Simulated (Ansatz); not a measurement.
# CdCu2Si2: relaxing a made-up structure

Starting from a made-up structure for CdCu2Si2, the aim is the relaxed cell, its shortest contacts and, where a second run follows, its electronic structure.

Calculated with Ansatz 0.2.0; DFT, PBEsol, plane-wave PAW, default files, scalar-relativistic, ferromagnetic start, cell and ions relaxed at zero pressure.

**1. Starting point**

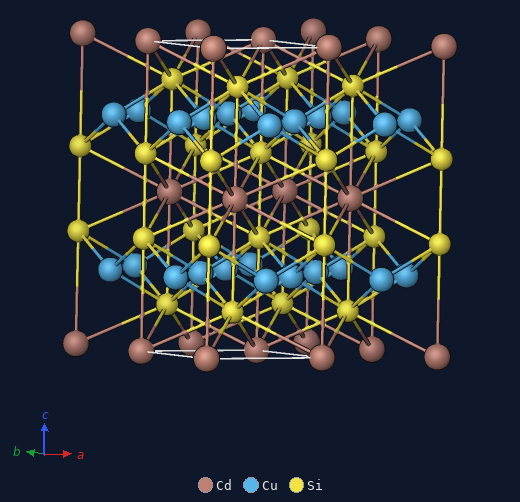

The starting structure, seen slightly off an axis (cadmium pink, copper blue, silicon yellow). 2×2×1 cells are drawn. This picture shows the conventional cell, with its axes. Some periodic images of atoms are drawn too.

**2. Relaxation of the guess**

The guessed cell has no reason to be at equilibrium. It is relaxed with the atoms, within the space group of the guess.

Input file input.yaml:

```yaml
crystal:
  lattice:
    - [-1.897, 1.897, 4.448]
    - [1.897, -1.897, 4.448]
    - [1.897, 1.897, -4.448]
  atoms:
    - { symbol: Cd, position: [0.0, 0.0, 0.0] }
    - { symbol: Cu, position: [0.25, 0.75, 0.5], spin: 0.6 }
    - { symbol: Cu, position: [0.75, 0.25, 0.5], spin: 0.6 }
    - { symbol: Si, position: [0.637, 0.637, 0.0] }
    - { symbol: Si, position: [0.363, 0.363, 0.0] }
magnetization:
  spin_polarized: true
kpoints:
  mp_grid: { grid: [10, 10, 10] }
scf:
  occupations: { method: fermi_dirac, width: 0.05 }
hamiltonian:
  xc: pbesol
  pseudopotentials: { kind: paw }
relax:
  f_tol: 0.015
  max_steps: 70
  cell: {}
output:
  forces: true
  stress: true
```

Run with:

```console
> ansatz run input.yaml --threads 4 --pin off --max-ram 8192MiB --backend cpu --events-out ev --progress --plain --runs-dir out
```

Numbers of over 12 decimals in the logs are rounded to 6 here.

The log of the run:

```text
Engine: ansatz 0.2.0, aarch64-unknown-linux-gnu
Pseudopotentials: kind: paw
Pseudopotential: Cd, paw, valence charge 20, recommended cutoff 420 eV (normal), Cd.paw.azcp
Pseudopotential: Cu, paw, valence charge 19, recommended cutoff 420 eV (normal), Cu.paw.azcp
Pseudopotential: Si, paw, valence charge 4, recommended cutoff 420 eV (normal), Si.paw.azcp
Functional definition: PBEsol
  exchange = pbesol_x
  correlation = pbesol_c
Crystal: 5 atoms, lattice volume = 64.026 Å³
Basis set: ecut = 420 eV, 1267 PW (Γ), exchange–correlation on 72×72×72 points (8 copies of the dense FFT grid, shifted against one another)
Bands: 41, of which v1, the nominal top of the filled ones, is band 33 counted from 1 (32 counted from 0)
Symmetry: 16 space group operations
Space group: I4/mmm (ITA 139), of the structure as read, at distance tolerance 4.0e-5 Å
Magnetic group: BNS 139.531 (UNI 1191), of the structure as read, at distance tolerance 4.0e-5 Å
k-points: 102 of 1000
Non-local potential: Cd, projectors of the file, l = 0: 3, l = 1: 2, l = 2: 2, l = 3: 1
Non-local potential: Cu, projectors of the file, l = 0: 3, l = 1: 2, l = 2: 3, l = 3: 1
Non-local potential: Si, projectors of the file, l = 0: 2, l = 1: 2, l = 2: 2
PAW form: soft (Blöchl's): semilocal exchange-correlation on the pseudo side does not see the compensation charge
PAW frozen core: Cd, regenerated for the run's functional, and the local potential with it (the file was generated under x = pbe(κ = 0.804, μ = 0.219515), c = pbe(β = 0.066725))
PAW frozen core: Cu, regenerated for the run's functional, and the local potential with it (the file was generated under x = pbe(κ = 0.804, μ = 0.219515), c = pbe(β = 0.066725))
PAW frozen core: Si, regenerated for the run's functional, and the local potential with it (the file was generated under x = pbe(κ = 0.804, μ = 0.219515), c = pbe(β = 0.066725))
PAW one-centre angular grid: Cd, 590 points (default); XC on 64 Gauss nodes
PAW one-centre angular grid: Cu, 590 points (default); XC on 64 Gauss nodes
PAW one-centre angular grid: Si, 110 points (default); XC on 64 Gauss nodes
Initial density: superposition of atomic densities (chi_scale 0.1, normalization cell)
Starting moments: Σ|m| = 1.2 μB on 2 of 5 sites
Initial wavefunctions: pseudopotential atomic-orbital guess
Functional: x = pbesol(κ = 0.804, μ = 0.123457), c = pbesol(β = 0.046)
SCF iter   1: F=—  HF=-22607.512638 eV  |F-HF|=—  |Δ(HF+E_count)|=         —  Δρ=1.79e-1 (↑1.79e-1 ↓1.09e-1)  dr2=3.64e1  dr2_m=8.04e-1  M=0.257 μB ∫|m|=0.346 μB  β_m=0.30  ethr=3.10e-3  ⟨swp⟩=6.8  Hψ=32968  notcnv=0  defer=26
preconditioner: auto → Kerker (q_TF=auto, 2.742 Å⁻¹)  [metal: Δε(μ)=0.012 eV  Ē_g=9.781 eV  σ=0.050 eV  W_gap=0.06  n_scr=30 (ndim 8)  ℏωp=30.1 eV  f_vac=0.000  D(μ)=1.78/eV (n_scr^D=10)]
spin=Collinear: Kerker preconditioning applied to the charge; magnetization (m = ρ↑ − ρ↓) channel mixes plain (no charge-response kernel on spin).
SCF iter   2: F=—  HF=-22603.510141 eV  |F-HF|=—  |Δ(HF+E_count)|=    4.00e0  Δρ=5.34e-2 (↑3.18e-2 ↓5.34e-2)  dr2=1.89e0  dr2_m=7.40e-1  M=0.080 μB ∫|m|=0.139 μB  β_m=0.30  ethr=3.10e-3  ⟨swp⟩=3.0  Hψ=21474  notcnv=0  defer=436
SCF iter   3: F=—  HF=-22602.635349 eV  |F-HF|=—  |Δ(HF+E_count)|=   8.75e-1  Δρ=4.78e-2 (↑4.78e-2 ↓1.88e-2)  dr2=1.88e0  dr2_m=3.85e-1  M=0.066 μB ∫|m|=0.128 μB  β_m=0.30  ethr=2.87e-3  ⟨swp⟩=2.1  Hψ=13918  notcnv=0  defer=443
SCF iter   4: F=—  HF=-22601.991423 eV  |F-HF|=—  |Δ(HF+E_count)|=   6.44e-1  Δρ=2.67e-2 (↑1.46e-2 ↓2.67e-2)  dr2=1.22e-1  dr2_m=2.26e-1  M=0.040 μB ∫|m|=0.090 μB  β_m=0.30  ethr=2.85e-3  ⟨swp⟩=2.2  Hψ=14087  notcnv=0  defer=456
SCF iter   5: F=—  HF=-22602.080647 eV  |F-HF|=—  |Δ(HF+E_count)|=   8.92e-2  Δρ=2.89e-2 (↑3.68e-3 ↓2.89e-2)  dr2=3.63e-1  dr2_m=1.28e-1  M=0.025 μB ∫|m|=0.066 μB  β_m=0.30  ethr=1.85e-4  ⟨swp⟩=2.8  Hψ=17330  notcnv=0  defer=459
SCF iter   6: F=—  HF=-22602.065179 eV  |F-HF|=—  |Δ(HF+E_count)|=   1.55e-2  Δρ=1.77e-2 (↑4.55e-3 ↓1.77e-2)  dr2=1.09e-1  dr2_m=7.00e-2  M=0.018 μB ∫|m|=0.052 μB  β_m=0.30  ethr=1.85e-4  ⟨swp⟩=2.0  Hψ=11921  notcnv=0  defer=459
Mixer restart at iter 6: flushing history
spin-set hold released at iteration 6 (site moments contracting): the magnetisation degrees of freedom join the quasi-Newton model from the next iteration; the mixer history was flushed
SCF iter   7: F=—  HF=-22602.053367 eV  |F-HF|=—  |Δ(HF+E_count)|=   1.18e-2  Δρ=1.01e-2 (↑6.37e-3 ↓1.01e-2)  dr2=1.97e-2  dr2_m=3.85e-2  M=0.014 μB ∫|m|=0.040 μB  β_m=0.55  ethr=1.65e-4  ⟨swp⟩=2.0  Hψ=9802  notcnv=0  defer=459
SCF iter   8: F=—  HF=-22602.058358 eV  |F-HF|=—  |Δ(HF+E_count)|=   4.99e-3  Δρ=7.70e-3 (↑2.64e-3 ↓7.70e-3)  dr2=4.94e-2  dr2_m=3.89e-3  M=0.004 μB ∫|m|=0.015 μB  β_m=0.46  ethr=2.98e-5  ⟨swp⟩=2.0  Hψ=16990  notcnv=0  defer=464
SCF iter   9: F=—  HF=-22602.047383 eV  |F-HF|=—  |Δ(HF+E_count)|=   1.10e-2  Δρ=1.90e-3 (↑1.90e-3 ↓9.40e-4)  dr2=2.35e-3  dr2_m=1.45e-4  M=0.000 μB ∫|m|=0.005 μB  β_m=0.73  ethr=2.98e-5  ⟨swp⟩=2.0  Hψ=15006  notcnv=0  defer=464
SCF iter  10: F=—  HF=-22602.047950 eV  |F-HF|=—  |Δ(HF+E_count)|=   5.67e-4  Δρ=1.53e-4 (↑1.49e-4 ↓1.53e-4)  dr2=1.99e-5  dr2_m=7.39e-6  M=0.000 μB ∫|m|=0.001 μB  β_m=0.74  ethr=3.56e-6  ⟨swp⟩=2.0  Hψ=11557  notcnv=0  defer=464
SCF iter  11: F=—  HF=-22602.047992 eV  |F-HF|=—  |Δ(HF+E_count)|=   4.18e-5  Δρ=1.07e-4 (↑6.92e-5 ↓1.07e-4)  dr2=1.57e-5  dr2_m=2.75e-7  M=-0.000 μB ∫|m|=0.000 μB  β_m=0.87  ethr=3.01e-8  ⟨swp⟩=2.0  Hψ=12779  notcnv=0  defer=464
SCF iter  12: F=—  HF=-22602.047999 eV  |F-HF|=—  |Δ(HF+E_count)|=   7.15e-6  Δρ=3.74e-5 (↑3.70e-5 ↓3.74e-5)  dr2=4.50e-6  dr2_m=4.23e-9  M=-0.000 μB ∫|m|=0.000 μB  β_m=0.93  ethr=2.38e-8  ⟨swp⟩=2.0  Hψ=10301  notcnv=0  defer=464
SCF iter  13: F=—  HF=-22602.047998 eV  |F-HF|=—  |Δ(HF+E_count)|=   9.54e-7  Δρ=8.01e-6 (↑7.91e-6 ↓8.01e-6)  dr2=2.64e-7  dr2_m=2.95e-9  M=-0.000 μB ∫|m|=0.000 μB  β_m=0.89  ethr=6.82e-9  ⟨swp⟩=2.6  Hψ=12311  notcnv=0  defer=464
SCF iter  14: F=—  HF=-22602.047998 eV  |F-HF|=—  |Δ(HF+E_count)|=   4.07e-8  Δρ=1.46e-6 (↑1.46e-6 ↓1.43e-6)  dr2=5.49e-9  dr2_m=4.90e-10  M=0.000 μB ∫|m|=0.000 μB  β_m=0.94  ethr=1.52e-10  ⟨swp⟩=4.0  Hψ=25571  notcnv=0
SCF iter  15: F=-22602.047998 eV  HF=-22602.047998 eV  |F-HF|=1.67e-10  |Δ(HF+E_count)|=  8.00e-10  Δρ=3.08e-7 (↑3.08e-7 ↓2.95e-7)  dr2=3.27e-10  dr2_m=2.21e-12  M=-0.000 μB ∫|m|=0.000 μB  ethr=8.31e-12  ⟨swp⟩=3.0  Hψ=17772  notcnv=0
[...]
relax step   5: F+E_penalty+E_count = -22603.97849616 eV  Δ(F+E_penalty+E_count) = -4.968e-4 eV  max|allowed force component| = 2.145e-2 eV/Å  Δτ_max = 0.0005 Å  P = -0.255 GPa  Ω = 76.267 Å³  energy of the carried Pulay correction = -4.928e-3 eV  (6 SCF iters, dr2 threshold 2.79e-7 eV, accepted)
relax step   6: F+E_penalty+E_count = -22603.97882232 eV  Δ(F+E_penalty+E_count) = -3.262e-4 eV  max|allowed force component| = 3.960e-3 eV/Å  Δτ_max = 0.0025 Å  P = +0.063 GPa  Ω = 76.019 Å³  energy of the carried Pulay correction = -4.837e-3 eV  (6 SCF iters, dr2 threshold 1.79e-7 eV, accepted)
relax step   7: F+E_penalty+E_count = -22603.97881630 eV  Δ(F+E_penalty+E_count) = +6.018e-6 eV  max|allowed force component| = 3.904e-4 eV/Å  Δτ_max = 0.0001 Å  P = -0.002 GPa  Ω = 76.059 Å³  energy of the carried Pulay correction = -4.851e-3 eV  (6 SCF iters, dr2 threshold 1.82e-8 eV, accepted)
relax step   8: F+E_penalty+E_count = -22604.00015643 eV  Δ(F+E_penalty+E_count) = -2.134e-2 eV  max|allowed force component| = 4.251e-3 eV/Å  Δτ_max = 0.0000 Å  P = +0.530 GPa  Ω = 76.059 Å³  stress off target by 1.19e0 GPa  SCF on the basis re-selected at this cell (its energy is not comparable with the rows above)  (9 SCF iters)
relax step   9: F+E_penalty+E_count = -22604.00327682 eV  Δ(F+E_penalty+E_count) = -3.120e-3 eV  max|allowed force component| = 1.595e-4 eV/Å  Δτ_max = 0.0054 Å  P = +0.118 GPa  Ω = 76.206 Å³  energy of the carried Pulay correction = -6.187e-5 eV  (7 SCF iters, dr2 threshold 5.00e-7 eV, accepted)
relax step  10: F+E_penalty+E_count = -22604.00369642 eV  Δ(F+E_penalty+E_count) = -4.196e-4 eV  max|allowed force component| = 3.141e-3 eV/Å  Δτ_max = 0.0033 Å  P = +0.002 GPa  Ω = 76.206 Å³  energy of the carried Pulay correction = -6.529e-5 eV  (5 SCF iters, dr2 threshold 3.04e-7 eV, accepted)
iter 1 solved again at ethr=3.55e-7 eV; its pass at ethr=3.10e-3 eV (dr2=2.34e-4 eV) is discarded
SCF iter   1: F=—  HF=-22604.003754 eV  |F-HF|=—  |Δ(HF+E_count)|=         —  Δρ=1.49e-4 (↑1.49e-4 ↓1.49e-4)  dr2=1.64e-6  dr2_m=3.07e-11  M=-0.000 μB ∫|m|=0.000 μB  β_m=0.30  ethr=3.55e-7  ⟨swp⟩=3.0  Hψ=52392  notcnv=0
preconditioner: auto → Kerker (q_TF=auto, 2.664 Å⁻¹)  [metal: Δε(μ)=0.014 eV  Ē_g=9.620 eV  σ=0.050 eV  W_gap=0.07  n_scr=32 (ndim 8)  ℏωp=27.6 eV  f_vac=0.000  D(μ)=2.21/eV (n_scr^D=10)]
spin=Collinear: Kerker preconditioning applied to the charge; magnetization (m = ρ↑ − ρ↓) channel mixes plain (no charge-response kernel on spin).
SCF iter   2: F=—  HF=-22604.003765 eV  |F-HF|=—  |Δ(HF+E_count)|=   1.07e-5  Δρ=1.05e-4 (↑1.05e-4 ↓1.05e-4)  dr2=8.06e-7  dr2_m=1.70e-11  M=-0.000 μB ∫|m|=0.000 μB  β_m=0.64  ethr=2.49e-9  ⟨swp⟩=1.1  Hψ=8526  notcnv=0
SCF iter   3: F=—  HF=-22604.003781 eV  |F-HF|=—  |Δ(HF+E_count)|=   1.61e-5  Δρ=1.27e-5 (↑1.27e-5 ↓1.27e-5)  dr2=2.78e-7  dr2_m=3.60e-13  M=-0.000 μB ∫|m|=0.000 μB  β_m=0.48  ethr=1.22e-9  ⟨swp⟩=2.0  Hψ=10599  notcnv=0
SCF iter   4: F=—  HF=-22604.003781 eV  |F-HF|=—  |Δ(HF+E_count)|=   2.19e-8  Δρ=2.80e-6 (↑2.80e-6 ↓2.78e-6)  dr2=1.58e-8  dr2_m=1.55e-13  M=-0.000 μB ∫|m|=0.000 μB  β_m=0.74  ethr=4.21e-10  ⟨swp⟩=2.0  Hψ=11042  notcnv=0
SCF iter   5: F=—  HF=-22604.003781 eV  |F-HF|=—  |Δ(HF+E_count)|=   1.64e-9  Δρ=5.81e-7 (↑5.81e-7 ↓5.81e-7)  dr2=1.32e-9  dr2_m=9.55e-15  M=-0.000 μB ∫|m|=0.000 μB  β_m=0.87  ethr=2.39e-11  ⟨swp⟩=2.1  Hψ=10720  notcnv=0
SCF iter   6: F=—  HF=-22604.003781 eV  |F-HF|=—  |Δ(HF+E_count)|=   4.24e-7  Δρ=5.06e-7 (↑5.05e-7 ↓5.06e-7)  dr2=6.70e-10  dr2_m=1.25e-16  M=-0.000 μB ∫|m|=0.000 μB  β_m=0.93  ethr=2.00e-12  ⟨swp⟩=2.0  Hψ=12523  notcnv=0
SCF iter   7: F=—  HF=-22604.003781 eV  |F-HF|=—  |Δ(HF+E_count)|=  6.55e-11  Δρ=2.33e-7 (↑2.33e-7 ↓2.33e-7)  dr2=1.32e-10  dr2_m=2.72e-18  M=-0.000 μB ∫|m|=0.000 μB  β_m=0.82  ethr=1.01e-12  ⟨swp⟩=1.2  Hψ=8420  notcnv=0
SCF iter   8: F=-22604.003781 eV  HF=-22604.003781 eV  |F-HF|=3.64e-12  |Δ(HF+E_count)|=  3.64e-11  Δρ=3.28e-8 (↑3.25e-8 ↓3.28e-8)  dr2=1.13e-12  dr2_m=2.23e-17  M=0.000 μB ∫|m|=0.000 μB  ethr=1.00e-12  ⟨swp⟩=4.0  Hψ=24676  notcnv=0
the starting moments were not kept: the SCF closed with an absolute magnetisation of 3.1e-9 μB, where they sum to 1.2 μB in size (2 sites). That is at most 0.1 of that sum. Measured as dr2_m measures the in/out step, that magnetisation stands 2.8e-18 eV from none, at or under the dr2_threshold of 5.0e-11 eV: it is no larger than a step whose dr2_m would equal this threshold.
SCF 11 converged in 8 iterations: F = -22604.003781 eV  dr2 = 1.13e-12
relax step  11: F+E_penalty+E_count = -22604.00378122 eV  Δ(F+E_penalty+E_count) = -8.479e-5 eV  max|allowed force component| = 2.968e-3 eV/Å  Δτ_max = 0.0000 Å  P = +0.002 GPa  Ω = 76.206 Å³  stress off target by 5.46e-3 GPa  SCF on the basis re-selected at this cell (its energy is not comparable with the rows above)  (8 SCF iters)
basis re-selected at this cell: Δ(F+E_penalty+E_count) = -8.479e-5 eV, ΔP = +0.000 GPa vs the last step (what re-selecting the basis moved, of the pressure what is left beyond the Pulay correction that the steps carried, after the strain that the cell walked since its last selection, with what the two solves' SCF thresholds leave and, on support functions, any second-order correction that the steps lacked; it is no m [...]
SCF converged after 8 iterations
Magnetization: 0.0000 μB (33.0000 up, 33.0000 down)
Absolute magnetization: 0.0000 μB (∫|ρ↑−ρ↓|, with the PAW one-centre terms)
Spin contamination: 0.0000 ħ² per cell (⟨S²⟩ above its minimum at these occupations)
Per-site moments (μB) at R_I (Å): [(1.0768275214985392e-10, 1.226066), (4.1485852273647247e-10, 0.981426), (4.1485843899636556e-10, 0.981426), (2.4075651450857266e-10, 0.956626), (2.4075652327628023e-10, 0.956626)]
Free energy (F): -22604.003781 eV
Harris-Foulkes:  -22604.003781 eV  (|F-HF|=3.64e-12)
Internal energy: -22603.985809 eV  (E = F + TS)
E sigma→0 (E₀):  -22603.994795 eV
Entropy (-TS):   -0.017972 eV (-3.594 meV/atom)
Fermi energy:    13.083821 eV
--- Per-component energies (eV) ---
  E_band       = -1240.906625
  E_kinetic    = 1187.771731
  E_local      = -13649.736851  (includes V_loc(G=0)·N_el)
  E_nonlocal   = 866.836761
  E_hartree    = 6169.524537
  E_xc         = -465.151042
  E_vxc        = -548.469575  (∫ρ·V_xc dr)
  E_paw        = -8260.261519  (= ΣΔE_a)
  E_vpaw       = -1436.358142  (= ΣTr[D̂ρ^β])
  E_aug_tail   = 0.000518  (compensation charges beyond the density's cutoff)
  E_ewald      = -8453.787431
  E_core_change = 0.817485  (= ΣΔE_core)
  E_smearing   = -0.017972  (= −TS)
  E_closure    = 0.000000  (closes the sum)
  Σ components = -22604.003781   (vs F -22604.003781, Δ=0.00e0)
--- Forces (eV/Å), atoms counted from 1 ---
  atom   1  Cd    -0.00000000     0.00000000     0.00000000
  atom   2  Cu     0.00000000    -0.00000000     0.00000000
  atom   3  Cu     0.00000000    -0.00000000     0.00000000
  atom   4  Si     0.00000000     0.00000000     0.00296782
  atom   5  Si     0.00000000     0.00000000    -0.00296782
  max |Σ_I F_I| component: 1.73e-17 eV/Å
--- Stress (GPa, compression-positive) ---
        0.000691      -0.000000      -0.000000
       -0.000000       0.000691       0.000000
        0.000000      -0.000000       0.005462
  P = ⅓ Tr σ = 0.0023 GPa (0.023 kbar)
--- Relaxed structure (9 steps of the walk, 9 accepted, 2 SCFs on fresh bases) ---
  F+E_penalty+E_count = -22604.00378122 eV   max|allowed force component| = 2.968e-3 eV/Å   (the final SCF, on the basis selected at the relaxed cell)
  cell:  # Å, volume = 76.2064 Å³
    - [-1.935188, 1.935188, 5.087276]
    - [1.935188, -1.935188, 5.087276]
    - [1.935188, 1.935188, -5.087276]
  atoms:
    - { symbol: Cd, position: [-9.347831230849627e-19, -9.347831230849635e-19, 0] }
    - { symbol: Cu, position: [0.250000, 0.75, 0.5] }
    - { symbol: Cu, position: [0.75, 0.250000, 0.5] }
    - { symbol: Si, position: [0.613965, 0.613965, 0] }
    - { symbol: Si, position: [0.386035, 0.386035, 0] }
```

Run time: 1.7 min. Hardware: 4 threads of Arm Neoverse V1, shared host; peak memory 0.76 GiB.

Relaxation path:

```tsv
step	energy less that of the first step (eV)	largest force component (eV/Å)	pressure (GPa)	volume (Å³)
1	0.0000	4.3467	36.90	64.03
2	-1.4510	2.3090	12.35	71.22
3	-1.9087	0.3161	2.24	75.12
4	-1.9300	0.0521	-0.07	76.21
5	-1.9305	0.0214	-0.25	76.27
6	-1.9308	0.0040	0.06	76.02
7	-1.9308	0.0004	0.00	76.06
8*	-1.9522	0.0043	0.53	76.06
9	-1.9553	0.0002	0.12	76.21
10	-1.9557	0.0031	0.00	76.21
11*	-1.9558	0.0030	0.00	76.21
```

Relaxation steps marked * repeat the geometry before them on a plane-wave basis chosen anew for their cell, so energy and pressure can jump there.

The run keeps the 16 symmetry operations that it works with, so distortions that break them were not tested.

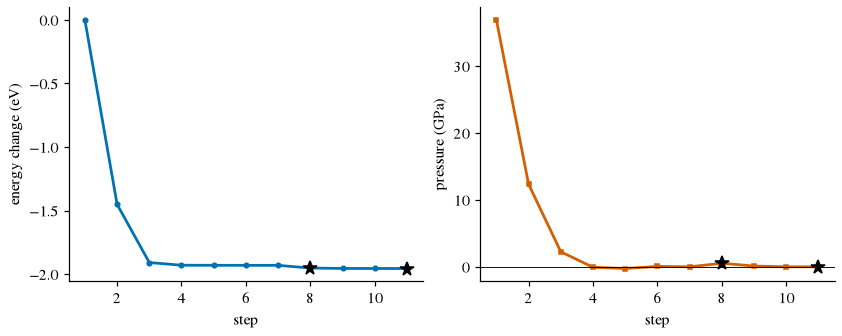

Energy and pressure along the relaxation. Stars mark steps on a basis chosen anew.

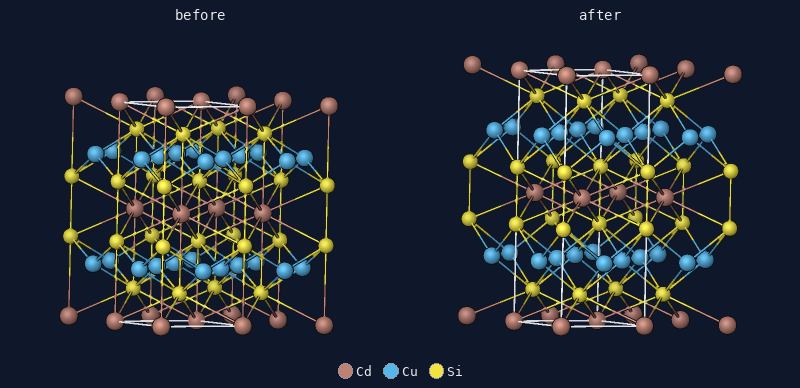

The structure before and after the relaxation, drawn at the same scale.

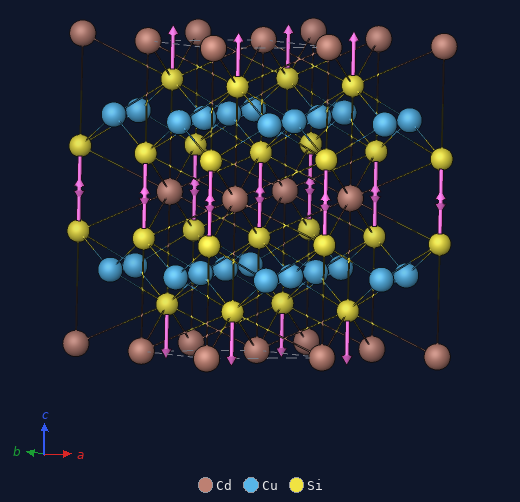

Displacements in the relaxation, exaggerated, measured against the changing cell; the longest in the cell stands for 0.23 Å. 2×2×1 conventional cells are drawn. Some periodic images of atoms are drawn too.

```tsv
cell as run	before	after	change
a (Å)	5.194	5.777	+11.2 %
b (Å)	5.194	5.777	+11.2 %
c (Å)	5.194	5.777	+11.2 %
α (°)	137.16	140.86	+2.7 %
β (°)	137.16	140.86	+2.7 %
γ (°)	62.19	56.56	-9.1 %
volume (Å³/atom)	12.81	15.24	+19.0 %
```

The atoms that moved most (Å, as changes of fractional coordinates times the final cell):

```tsv
atom	dx	dy	dz	length
Si5	0.000	0.000	0.234	0.234
Si4	0.000	0.000	-0.234	0.234
```

Final coordinates:

```cif
data_structure
_symmetry_space_group_name_H-M 'P 1'
_symmetry_Int_Tables_number 1
_cell_length_a 5.7767
_cell_length_b 5.7767
_cell_length_c 5.7767
_cell_angle_alpha 140.855
_cell_angle_beta 140.855
_cell_angle_gamma 56.557
_cell_volume 76.21
loop_
_atom_site_label
_atom_site_type_symbol
_atom_site_fract_x
_atom_site_fract_y
_atom_site_fract_z
_atom_site_occupancy
Cd1 Cd 0.00000 0.00000 0.00000 1
Cu2 Cu 0.25000 0.75000 0.50000 1
Cu3 Cu 0.75000 0.25000 0.50000 1
Si4 Si 0.61397 0.61397 0.00000 1
Si5 Si 0.38603 0.38603 0.00000 1
```

This step gave:

| Item | Value |
| --- | --- |
| free energy | -22604.0038 eV |
| energy at zero smearing | -22603.9948 eV |
| smearing term TS | 0.01797 eV |
| Fermi energy | 13.08 eV |
| electrons | 66 |
| symmetry operations | 16 |
| pressure | 0.002282 GPa |

The shortest distance of each pair, which need not be the same contact before and after:

```tsv
pair	guess (Å)	relaxed (Å)
Si–Si	2.438	2.319
Cu–Si	2.147	2.379
Cu–Cu	2.683	2.737
Cd–Si	2.947	2.972
Cd–Cu	2.923	3.196
```

The relaxation ends with a largest force component of 0.0030 eV/Å and a pressure of 0.00 GPa. The starting moments have collapsed: the run ends non-magnetic.

**3. What came out**

* space group, relaxed: I4/mmm
* conventional cell: a = 3.870, b = 3.870, c = 10.175 Å; α = 90.0°, β = 90.0°, γ = 90.0°
* volume per atom: 15.24 Å³ (guess 12.81)
* total moment: 0.00 μB in the cell of 5 atoms

What this shows: CdCu2Si2 relaxes to I4/mmm with a = 3.870, b = 3.870 and c = 10.175 Å. The guessed volume was 16 % too small. The space group I4/mmm was held in the relaxation, so the end point is a stationary structure within it and may be a saddle against distortions or other arrangements. The moments died out from this one start and weren't seeded again at the relaxed cell. Mesh and cutoff weren't tested. A vector of the cell changed its length by 11 %, more than the volume shows. No dispersion term is used, so weakly bound directions may come out too long. Nothing here tests whether the compound is stable against decomposition.

[Logs are printed without paths, hosts, clocks, repeated set-up lines and the standing remarks that a program may print on its own settings, such as how far it seeks lower states.]

[Hosts, paths, dates, database ids (printed as entryN), source tags and the programs' standing remarks are cut or masked in the printed files.]
